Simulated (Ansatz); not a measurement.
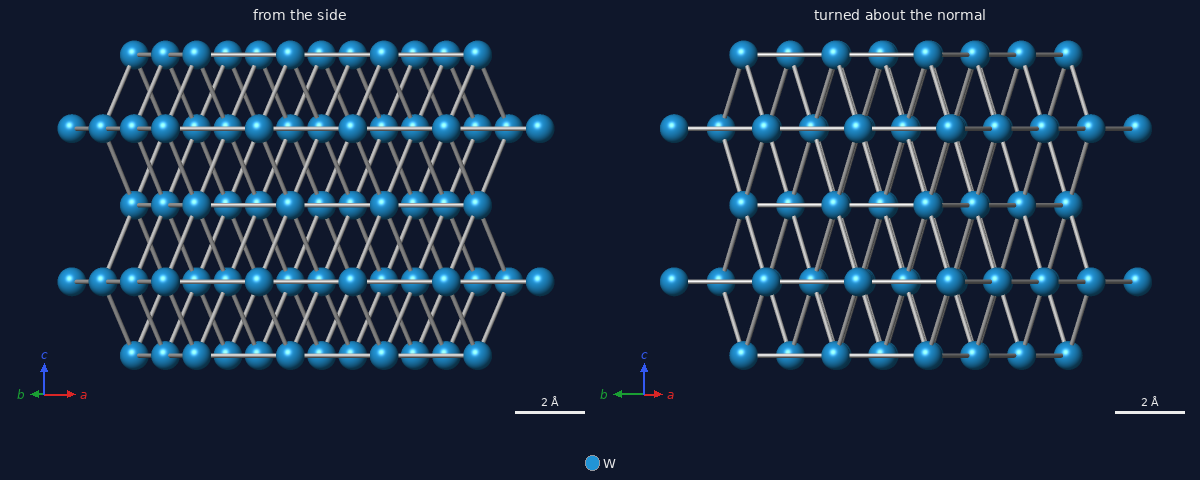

A ball-and-stick picture of a periodic slab, seen from the side and turned about the normal. The surface normal points up in side views; the vacuum is left out. 4×3 cells are drawn in the plane, with atoms at the edges repeated.

The cell holds 5 W. The slab was cut from bulk W (Im-3m).

### Read the thickness off the scale bar.

About 9 Å from the lowest to the highest atom.

### Count the planes and say what each contains, starting at the top.

Five planes: W / W / W / W / W.

### Name the surface by its Miller indices.

(1 1 0).

Method used: Ansatz, DFT LDA, scalar-relativistic, plane waves, PAW. It ran with a 420 eV plane-wave basis, k-points on a 13×13×1 grid, Gaussian smearing of 0.1 eV, no spin polarisation.

### Give the work function of each face.

5.04 eV on both faces.

The structure was taken from a structure listed in the Materials Project, from which a slab was cut. The atoms were relaxed in a fixed cell with Ansatz, DFT LDA, scalar-relativistic, plane waves, PAW.
